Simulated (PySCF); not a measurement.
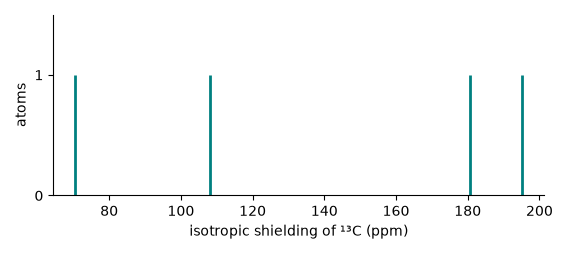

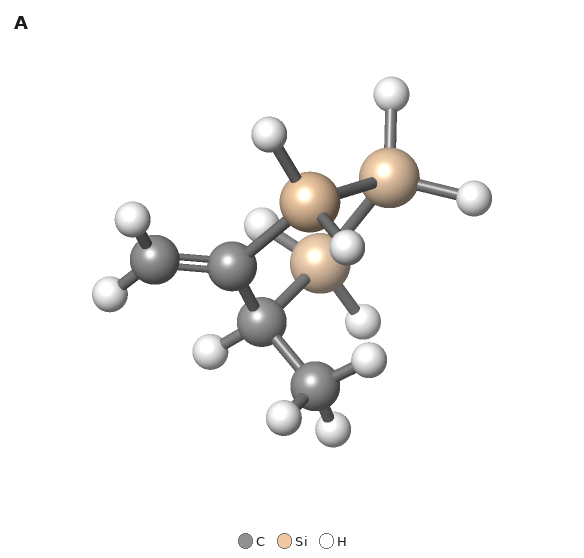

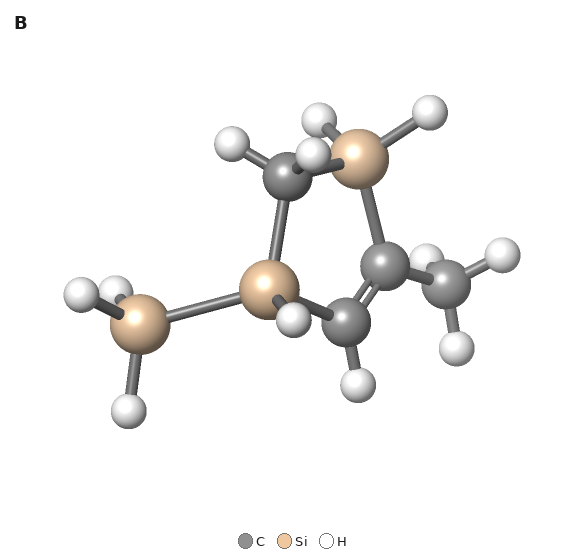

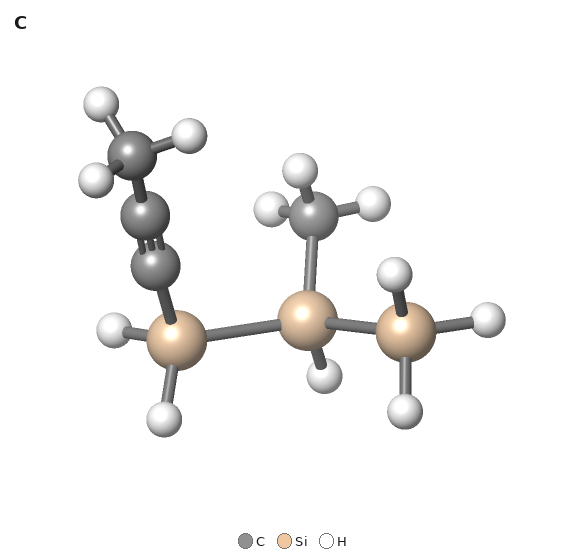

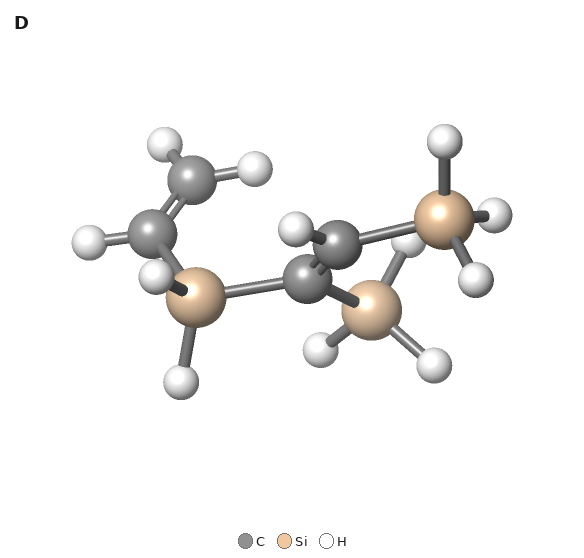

The sticks are computed shieldings of one of the molecules, for one fixed geometry (GFN2-xTB) without averaging over rotations. Low shielding means a high chemical shift. Method: GIAO PBE0/pcSseg-1 NMR shielding, non-relativistic, gas phase (PySCF 2.14.0).

Question: Match the spectrum to a structure.

Answer: C, `CC#C[SiH2][Si@@H](C)[SiH3]`. Its 4 C atoms give lines at 70.6, 108.2, 180.6, 195.1 ppm.

The geometry is semi-empirical. Around Si such bond lengths and angles can be off by a tenth of an ångström or more and by several degrees, and values that hang on the shape move with them.
